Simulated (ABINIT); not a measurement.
**A GW chain in ABINIT: Ga2O3 (C2/m)**

How does a plane-wave GW calculation on Ga2O3 (C2/m) run from the first input to the gap?

Method: PBE and many-body steps on it, plane waves, in ABINIT 10.8.3.

**The experiments to reproduce.**

- Gap 4.89 eV: direct optical gap from Tauc plot, N2-annealed; optical transmittance, Tauc extrapolation; film (RF-sputtered polycrystalline film, 120 nm, annealed at 800 C for 40 min in N2) on 4H-SiC (“Influence of Annealing Atmosphere on the Characteristics of Ga2O3/4H-SiC n-n Heterojunction Diodes”, 2020, pmc:7013600).

- Gap 4.5 eV: optical absorption edge from ellipsometry; spectroscopic ellipsometry; film (oxidised 75 nm GaSe layer, annealed at 800 C in oxygen) on Al2O3 (“Thin Ga2O3 Layers by Thermal Oxidation of van der Waals GaSe Nanostructures for Ultraviolet Photon Sensing”, 2024, pmc:11320379).

- Gap 4.88 eV: optical direct gap from Tauc plot; optical transmission, Tauc plot; film (as-deposited 50 nm PLD film, (-201) oriented) on c-plane sapphire (“beta-phase (AlxGa1-x)2O3 thin film with Al composition more than 70%”, 2020, arxiv:2005.05799).

- Gap 5.01 eV: direct optical gap from Tauc plot, film annealed at 700 C; UV-Vis transmission and reflection, Tauc plot; film (80 nm PE-ALD film on sapphire, annealed in O2 at 700 C for 15 min) on sapphire (“Investigation of Ga2O3-Based Deep Ultraviolet Photodetectors Using Plasma-Enhanced Atomic Layer Deposition System”, 2020, pmc:7662978).

- Gap 5.135 eV: direct optical gap from Tauc plot, annealed film; UV-Vis absorption, Tauc plot; 300 K; film (RF sputtered on (0001) sapphire, annealed in air at 800 C, about 123 nm thick) (“High-Performance Deep Ultraviolet Photodetector Based on NiO/β-Ga2O3 Heterojunction”, 2020, pmc:7036083).

This is a selection; 6 further reports are not listed.

## 1. Starting point

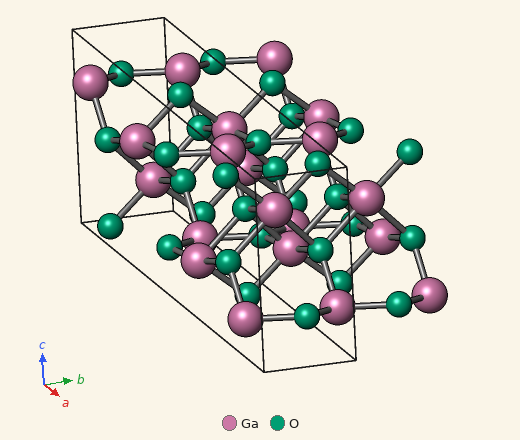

The starting structure, seen slightly off an axis (gallium pink, oxygen teal). 1×2×1 cells are drawn. This picture shows the conventional cell, with its axes. Some periodic images of atoms are drawn too.

Coordinates:

```cif
data_structure
_symmetry_space_group_name_H-M 'P 1'
_symmetry_Int_Tables_number 1
_cell_length_a 6.2930
_cell_length_b 6.2930
_cell_length_c 5.7981
_cell_angle_alpha 103.414
_cell_angle_beta 103.414
_cell_angle_gamma 27.928
_cell_volume 104.42
loop_
_atom_site_label
_atom_site_type_symbol
_atom_site_fract_x
_atom_site_fract_y
_atom_site_fract_z
_atom_site_occupancy
Ga1 Ga 0.09050 0.09050 0.79460 1
Ga2 Ga 0.90950 0.90950 0.20540 1
Ga3 Ga 0.65866 0.65866 0.31402 1
Ga4 Ga 0.34134 0.34134 0.68598 1
O5 O 0.16450 0.16450 0.10980 1
O6 O 0.83550 0.83550 0.89020 1
O7 O 0.17330 0.17330 0.56320 1
O8 O 0.82670 0.82670 0.43680 1
O9 O 0.49590 0.49590 0.25660 1
O10 O 0.50410 0.50410 0.74340 1
```

The cell and positions come from the Crystallography Open Database and are kept as given unless a step says otherwise.

## 2. Ground state

This step: ABINIT 10.8.3; DFT, PBE, plane waves, norm-conserving pseudopotentials.

The ground-state density comes first.

File run.abi:

```
acell 3*1.0 Angstrom
rprim 
  6.107000000000 -1.518550000000 0.000000000000
  6.107000000000 1.518550000000 0.000000000000
  -1.385988895900 0.000000000000 5.630008738000
ntypat 2
znucl 31 8
natom 10
typat 1 1 1 1 2 2 2 2 2 2
xred 
  0.090500000000 0.090500000000 0.794600000000
  0.909500000000 0.909500000000 0.205400000000
  0.658660000000 0.658660000000 0.314020000000
  0.341340000000 0.341340000000 0.685980000000
  0.164500000000 0.164500000000 0.109800000000
  0.835500000000 0.835500000000 0.890200000000
  0.173300000000 0.173300000000 0.563200000000
  0.826700000000 0.826700000000 0.436800000000
  0.495900000000 0.495900000000 0.256600000000
  0.504100000000 0.504100000000 0.743400000000
pp_dirpath "pseudos"
pseudos "Ga.upf, O.upf"
ecut 45
ngkpt 6 6 4
nshiftk 1
shiftk 0 0 0
kptopt 1
chksymbreak 0
nband 69
occopt 1
tolvrs 1e-08
nstep 60
prtwf 0
optforces 0
optstress 0
indata_prefix "in"
outdata_prefix "out"
tmpdata_prefix "tmp"
```

Run with:

```console
> OMP_NUM_THREADS=1 mpirun -n 4 abinit run.abi > log
```

Numbers of over 12 decimals in the logs are rounded to 6 here.

The log of the run:

```text
.Version 10.8.3 of ABINIT. v10.8.2 released Aug 2026.

 Symmetries : space group C2/m (# 12); Bravais mC (1-face-center monocl.)
================================================================================
 Values of the parameters that define the memory need of the present run
     intxc =       0    ionmov =       0      iscf =       7    lmnmax =       6
     lnmax =       6     mgfft =      72  mpssoang =       3    mqgrid =    3213
     natom =      10  nloc_mem =       1    nspden =       1   nspinor =       1
    nsppol =       1      nsym =       4    n1xccc =    2501    ntypat =       2
    occopt =       1   xclevel =       2
-    mband =          69        mffmem =           1         mkmem =          12
       mpw =       10199          nfft =      373248          nkpt =          47
================================================================================
  Rough estimation (10% accuracy) of disk space for files :
================================================================================

--------------------------------------------------------------------------------
------------- Echo of variables that govern the present computation ------------
--------------------------------------------------------------------------------
 -outvars: echo values of preprocessed input variables --------
            acell      1.8897261259E+00  1.8897261259E+00  1.8897261259E+00 Bohr

      chksymbreak           0
             ecut      4.50000000E+01 Hartree
-          fftalg         312

              ixc     -101130
              kpt      0.00000000E+00  0.00000000E+00  0.00000000E+00
                       1.66666667E-01  0.00000000E+00  0.00000000E+00
                       3.33333333E-01  0.00000000E+00  0.00000000E+00
                       5.00000000E-01  0.00000000E+00  0.00000000E+00
                       1.66666667E-01  1.66666667E-01  0.00000000E+00
                       3.33333333E-01  1.66666667E-01  0.00000000E+00
                       5.00000000E-01  1.66666667E-01  0.00000000E+00
                      -3.33333333E-01  1.66666667E-01  0.00000000E+00
                      -1.66666667E-01  1.66666667E-01  0.00000000E+00
   [... 36 further rows ...]
                      -3.33333333E-01  3.33333333E-01  5.00000000E-01
                       5.00000000E-01  5.00000000E-01  5.00000000E-01
         kptrlatt        6    0    0      0    6    0      0    0    4
          kptrlen      3.44357233E+01
P           mkmem          12
            natom          10
            nband          69
            ngfft          72      72      72
             nkpt          47
            nstep          60
             nsym           4
           ntypat           2
              occ      2.000000  2.000000  2.000000  2.000000  2.000000  2.000000
                       2.000000  2.000000  2.000000  2.000000  2.000000  2.000000
                       2.000000  2.000000  2.000000  2.000000  2.000000  2.000000
                       2.000000  2.000000  2.000000  2.000000  2.000000  2.000000
                       2.000000  2.000000  2.000000  2.000000  2.000000  2.000000
                       2.000000  2.000000  2.000000  2.000000  2.000000  2.000000
                       2.000000  2.000000  2.000000  2.000000  2.000000  2.000000
                       2.000000  2.000000  2.000000  2.000000  2.000000  2.000000
                       2.000000  2.000000  2.000000  2.000000  2.000000  2.000000
                       2.000000  2.000000  2.000000  2.000000  2.000000  2.000000
                       0.000000  0.000000  0.000000  0.000000  0.000000  0.000000
[...]
optforces           0
        optstress           0
            prtwf           0
            rprim      6.1070000000E+00 -1.5185500000E+00  0.0000000000E+00
[...]
spgroup          12

           tolvrs      1.00000000E-08

             xred      9.0500000000E-02  9.0500000000E-02  7.9460000000E-01
[...]
znucl       31.00000    8.00000

================================================================================

 chkinp: Checking input parameters for consistency.

================================================================================
== DATASET  1 ==================================================================
-   mpi_nproc: 4, omp_nthreads: 1 (-1 if OMP is not activated)

--- !DatasetInfo
iteration_state: {dtset: 1, }
dimensions: {natom: 10, nkpt: 47, mband: 69, nsppol: 1, nspinor: 1, nspden: 1, mpw: 10199, }
cutoff_energies: {ecut:  45.0, pawecutdg:  -1.0, }
electrons: {nelect:   1.20000000E+02, charge:   0.00000000E+00, occopt:   1.00000000E+00, tsmear:   1.00000000E-02, }

 Real(R)+Recip(G) space primitive vectors, cartesian coordinates (Bohr,Bohr^-1):
 R(1)= 11.5405575 -2.8696436  0.0000000  G(1)=  0.0433255 -0.1742377  0.0106658
 R(2)= 11.5405575  2.8696436  0.0000000  G(2)=  0.0433255  0.1742377  0.0106658
 R(3)= -2.6191394  0.0000000 10.6391746  G(3)=  0.0000000  0.0000000  0.0939923
 Unit cell volume ucvol=  7.0468120E+02 bohr^3
 Angles (23,13,12)=  1.03413542E+02  1.03413542E+02  2.79276276E+01 degrees

 getcut: wavevector=  0.0000  0.0000  0.0000  ngfft=  72  72  72
         ecut(hartree)=     45.000   => boxcut(ratio)=   2.00517

--- Pseudopotential description ------------------------------------------------
[...]
================================================================================

--- !BeginCycle
iteration_state: {dtset: 1, }
solver: {iscf: 7, nstep: 60, nline: 4, wfoptalg: 0, }
tolerances: {tolvrs: 1.00E-08, }

     iter   Etot(hartree)      deltaE(h)  residm     vres2
 ETOT  1  -1085.0113079487    -1.085E+03 5.748E-01 1.542E+04
 ETOT  2  -1089.6490543671    -4.638E+00 1.014E-01 2.747E+04
 ETOT  3  -1092.8027446109    -3.154E+00 4.787E-02 1.236E+03
 ETOT  4  -1092.8531457205    -5.040E-02 3.071E-02 8.293E+02
 ETOT  5  -1092.8993524905    -4.621E-02 1.126E-02 2.224E+02
 ETOT  6  -1092.9186783946    -1.933E-02 5.958E-03 1.456E+01
 ETOT  7  -1092.9196434038    -9.650E-04 1.737E-03 3.587E+00
 ETOT  8  -1092.9198991258    -2.557E-04 6.506E-04 4.444E-01
 ETOT  9  -1092.9199385696    -3.944E-05 1.833E-04 8.564E-03
 ETOT 10  -1092.9199393844    -8.148E-07 1.754E-04 2.650E-03
 ETOT 11  -1092.9199395102    -1.258E-07 9.237E-05 6.648E-05
 ETOT 12  -1092.9199395144    -4.203E-09 1.151E-04 2.595E-05
 ETOT 13  -1092.9199395158    -1.397E-09 5.551E-05 1.865E-06
 ETOT 14  -1092.9199395159    -1.075E-10 7.451E-05 2.389E-07
 ETOT 15  -1092.9199395159     1.137E-12 3.743E-05 4.260E-08
 ETOT 16  -1092.9199395159     2.251E-11 4.726E-05 8.357E-09

 At SCF step   16       vres2   =  8.36E-09 < tolvrs=  1.00E-08 =>converged.

--- !ResultsGS
iteration_state: {dtset: 1, }
comment   : Summary of ground state results
lattice_vectors:
- [ 11.5405575,  -2.8696436,   0.0000000, ]
- [ 11.5405575,   2.8696436,   0.0000000, ]
- [ -2.6191394,   0.0000000,  10.6391746, ]
lattice_lengths: [  11.89199,   11.89199,   10.95682, ]
lattice_angles: [103.414, 103.414,  27.928, ] # degrees, (23, 13, 12)
lattice_volume:   7.0468120E+02
convergence: {deltae:  2.251E-11, res2:  8.357E-09, residm:  4.726E-05, diffor:  0.000E+00, }
etotal    :  -1.09291994E+03
entropy   :   0.00000000E+00
fermie    :   1.89471188E-01
cartesian_stress_tensor: null
pressure_GPa: null
xred      :
- [  9.0500E-02,   9.0500E-02,   7.9460E-01, Ga]
- [  9.0950E-01,   9.0950E-01,   2.0540E-01, Ga]
- [  6.5866E-01,   6.5866E-01,   3.1402E-01, Ga]
- [  3.4134E-01,   3.4134E-01,   6.8598E-01, Ga]
- [  1.6450E-01,   1.6450E-01,   1.0980E-01,  O]
- [  8.3550E-01,   8.3550E-01,   8.9020E-01,  O]
- [  1.7330E-01,   1.7330E-01,   5.6320E-01,  O]
- [  8.2670E-01,   8.2670E-01,   4.3680E-01,  O]
- [  4.9590E-01,   4.9590E-01,   2.5660E-01,  O]
- [  5.0410E-01,   5.0410E-01,   7.4340E-01,  O]
cartesian_forces: null
force_length_stats: {min: null, max: null, mean: null, }

 Integrated electronic density in atomic spheres:
 ------------------------------------------------
 Atom  Sphere_radius  Integrated_density
[...]
================================================================================

 ----iterations are completed or convergence reached----

 Mean square residual over all n,k,spin=   80.625E-09; max=  47.259E-06
 reduced coordinates (array xred) for   10 atoms
[...]
0.835500000000      0.835500000000      0.890200000000
       0.173300000000      0.173300000000      0.563200000000
       0.826700000000      0.826700000000      0.436800000000
       0.495900000000      0.495900000000      0.256600000000
       0.504100000000      0.504100000000      0.743400000000
 rms dE/dt=  0.0000E+00; max dE/dt=  0.0000E+00; dE/dt below (all hartree)
    1       0.000000000000      0.000000000000      0.000000000000
    2       0.000000000000      0.000000000000      0.000000000000
    3       0.000000000000      0.000000000000      0.000000000000
    4       0.000000000000      0.000000000000      0.000000000000
    5       0.000000000000      0.000000000000      0.000000000000
    6       0.000000000000      0.000000000000      0.000000000000
    7       0.000000000000      0.000000000000      0.000000000000
    8       0.000000000000      0.000000000000      0.000000000000
    9       0.000000000000      0.000000000000      0.000000000000
   10       0.000000000000      0.000000000000      0.000000000000

 cartesian coordinates (angstrom) at end:
[...]
6      8.970990    -0.000000     5.011834
    7      1.336097    -0.000000     3.170821
    8      9.491914     0.000000     2.459188
    9      5.701278    -0.000000     1.444660
   10      5.126733     0.000000     4.185348
 length scales=  1.889726125908  1.889726125908  1.889726125908 bohr
              =  1.000000000000  1.000000000000  1.000000000000 angstroms
 prteigrs : about to open file out_EIG
 Fermi (or HOMO) energy (hartree) =   0.18947   Average Vxc (hartree)=  -0.42978
 Eigenvalues (hartree) for nkpt=  47  k points:
 kpt#   1, nband= 69, wtk=  0.00694, kpt=  0.0000  0.0000  0.0000 (reduced coord)
  -5.01826   -5.01826   -5.01417   -5.01417   -3.20682   -3.20682   -3.20619   -3.20618
  -3.20428   -3.20427   -3.20202   -3.20201   -3.20094   -3.20091   -3.20086   -3.20080
  -0.50489   -0.46264   -0.46139   -0.45704   -0.43937   -0.43913   -0.28966   -0.28845
  -0.28833   -0.28632   -0.28221   -0.28159   -0.28150   -0.28104   -0.27883   -0.27429
  -0.27427   -0.27392   -0.27269   -0.27259   -0.27196   -0.27104   -0.26999   -0.26581
  -0.25997   -0.25815   -0.06776   -0.02787    0.01513    0.03657    0.06029    0.09141
   0.09531    0.10854    0.11707    0.11945    0.12937    0.13127    0.15383    0.16443
   0.16535    0.17224    0.17920    0.18881    0.27995    0.40072    0.43883    0.43991
   0.47769    0.51267    0.53598    0.53958    0.60527
 prteigrs : prtvol=0 or 1, do not print more k-points.

--- !EnergyTerms
iteration_state     : {dtset: 1, }
comment             : Components of total free energy in Hartree
kinetic             :  5.51338380314809E+02
hartree             :  4.25486995564853E+02
xc                  : -1.29139300484344E+02
Ewald energy        : -5.73488384152076E+02
psp_core            :  2.11907401819233E+01
local_psp           : -1.13390036166647E+03
non_local_psp       : -2.54408009274594E+02
total_energy        : -1.09291993951590E+03
total_energy_eV     : -2.97398666101012E+04
band_energy         : -1.30348730509324E+02

== END DATASET(S) ==============================================================
================================================================================

 -outvars: echo values of variables after computation  --------
           etotal     -1.0929199395E+03
            nband          69
             nkpt          47
          spgroup          12
 [... the other variables as echoed above ...]

 Calculation completed.
```

Wall time 12 min (4 MPI ranks of Arm Neoverse V2, shared host); peak memory 1.1 GiB.

This step gave:

```
total energy               : -29739.8666 eV
gap                        : 2.462 eV
k of the valence top       : 0.5, 0.5, 0.5
k of the conduction bottom : 0, 0, 0
least direct gap           : 2.480 eV
```

The gap is indirect, with the least direct gap 0.018 eV higher.

[end of part 1 of 3]

[Paths, hosts, dates, memory and timing lines, banners, echoed tables and standing remarks are left out of the program output.]

[Logs are printed without paths, hosts, clocks, repeated set-up lines and the standing remarks that a program may print on its own settings, such as how far it seeks lower states.]

[Runs of the session that timed out or met a known fault of the program may be left out.]

[Hosts, paths, dates, database ids (printed as entryN), source tags and the programs' standing remarks are cut or masked in the printed files.]

[G0W0 gaps are taken among the corrected bands and points alone; a level outside them can change the order at an edge.]

[Where Ansatz stands beside ABINIT at settings called matched, ABINIT's density can come from a denser mesh and the files from another edition; pairs whose starting gaps differed by over 0.03 eV were left out, so agreement reads better than it is.]
